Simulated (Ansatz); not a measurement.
**AlBrCl$_{2}$FH: density, localisation and related maps**

```xyz
6

Al    0.0098    0.0001   -0.0107
F     0.0114    0.3775    1.6389
Cl    1.8354    0.1828   -1.0506
Cl   -1.8356    0.0955   -1.0270
Br    0.0792   -2.6529    0.9769
H     0.0655   -1.7604    2.1215
```

Computed with RKS BLYP/def2-SVP (Ansatz).

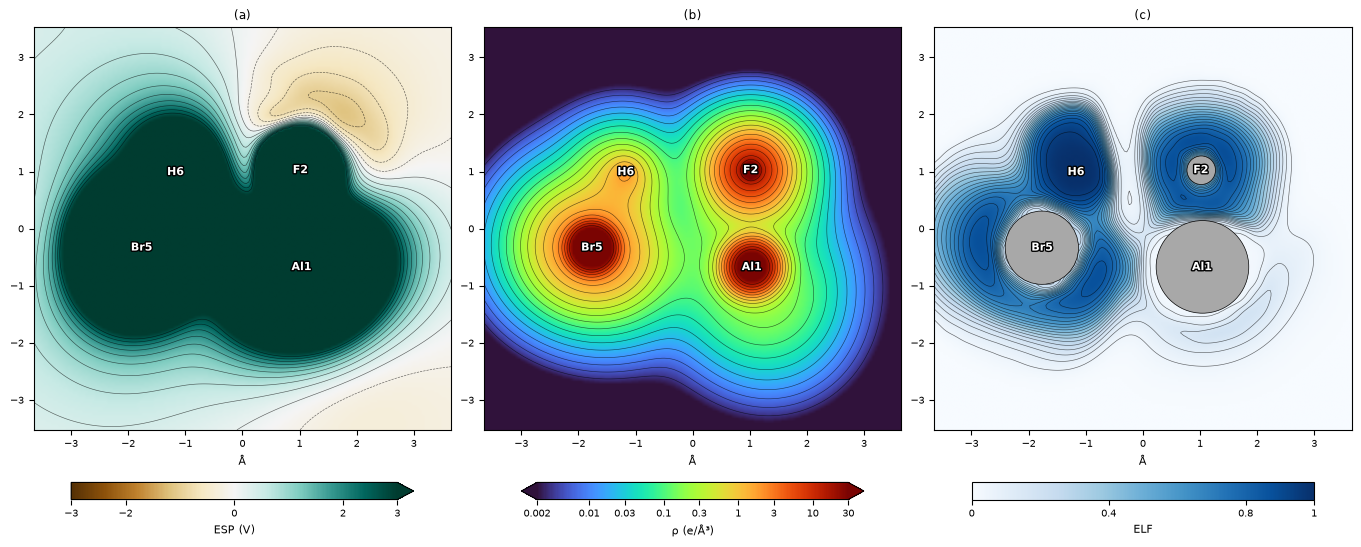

Figure 1. (a) electrostatic potential; (b) electron density; (c) ELF on the plane of atoms Al1, Br5 and H6. Grey discs cover the atomic cores in the ELF map.

**Interpret the plot.**

The section cuts through Al, F, Br and H sites. Al–F (1.69 Å): ρ at the midpoint is about 0.75 e/Å³; the ELF peaks at about 0.85 in the valence shell of F, 0.6 Å from its nucleus, and is about 0.30 at the midpoint. Al–Br (2.83 Å): the density is about 0.21 e/Å³ at the midpoint, with its minimum of 0.14 e/Å³ about 1.1 Å from Al; the ELF peaks at about 0.85 in the valence shell of Br, 1.1 Å from its nucleus, and is about 0.65 at the midpoint. Br–H (1.45 Å): ρ is about 1.6 e/Å³ halfway; the ELF climbs to about 1 towards the hydrogen, as it does in any bond to H. The ELF also peaks beside Br5 and F2, away from the bonds: lone-pair regions. Outside the dense part of the molecule the potential is most negative (−1.2 V) near F2.

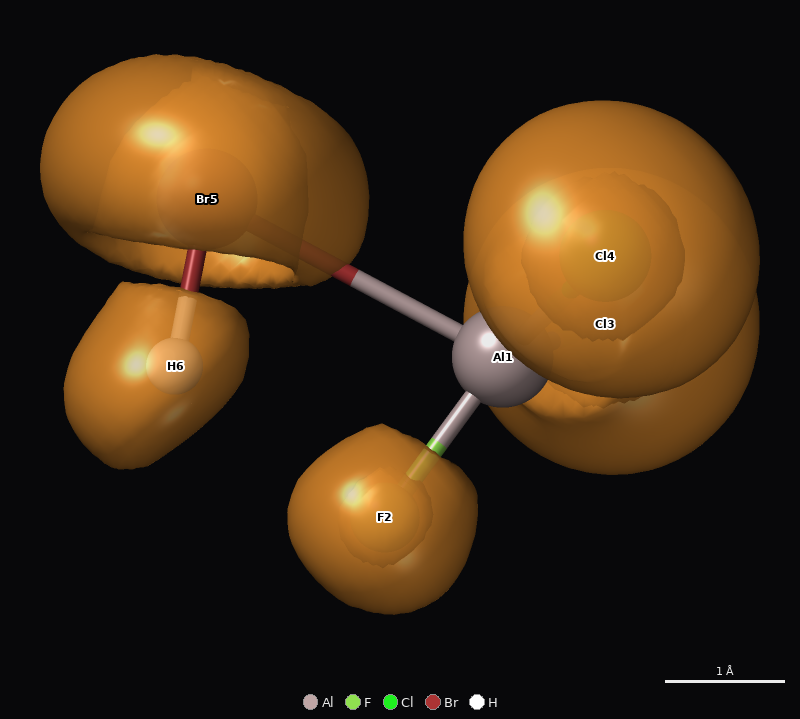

Figure 2. Isosurface of the electron localisation function at 0.75 (orange), seen from one side. Only the valence region is drawn (cores and ρ < 0.01 e/Å³ removed).

**Where are the electrons localised?**

The surface consists of one region around a hydrogen nucleus, two regions on Cl in which the atom's valence shell and bonds are merged, one region wrapped around Br (its valence shell) and one region wrapped around F (its valence shell). Along the contacts the grid gives the following. Al–Cl (2.11 Å): the ELF peaks at about 0.85 in the valence shell of Cl, 0.9 Å from its nucleus, and is about 0.80 at the midpoint.

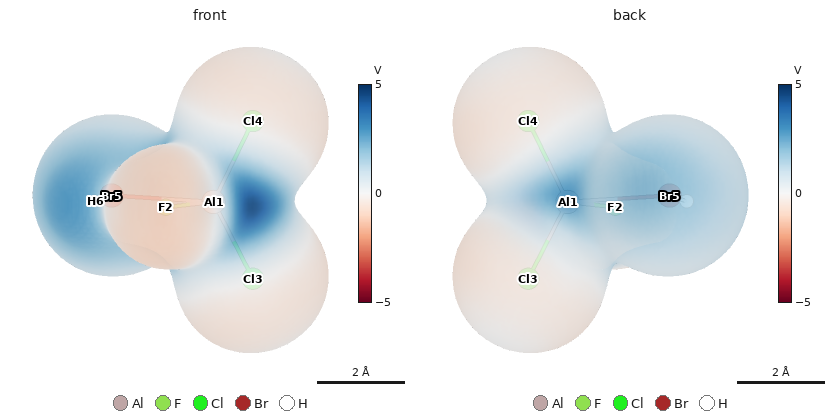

Figure 3. The electrostatic potential painted on the density surface at 0.004 e/bohr³, seen from the front and from behind; the colour scale runs from red (negative) to blue (positive).

**Which sites attract a positive test charge, and which a negative one?**

A positive charge is drawn to the negative regions and a negative charge to the positive ones. The most negative region (about −1.1 V) lies over F2, the most positive (about +4.0 V) over Al1.

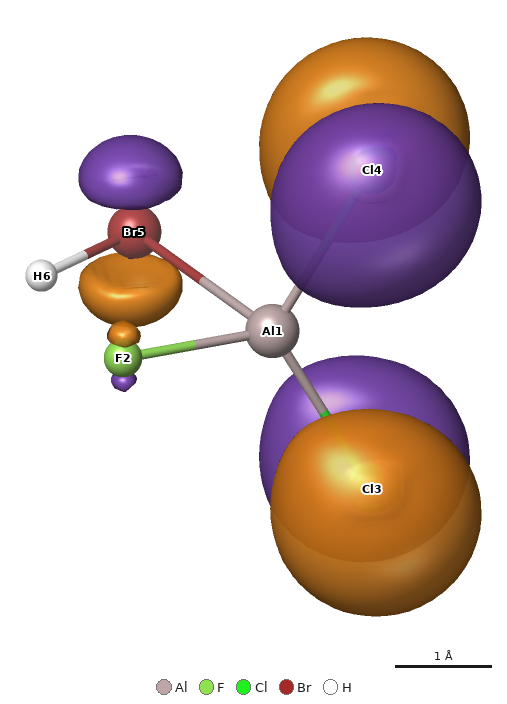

Figure 4. The HOMO−1 at ±0.1 Å⁻³ᐟ² (orange and purple are the two phases), seen at a tilt.

**What is the character of this orbital?**

Its weight (Hirshfeld) is mainly on Cl4 (about 45 %) and Cl3 (about 45 %); largely a combination of lone pairs on Cl4 and Cl3. Its energy is −7.45 eV.
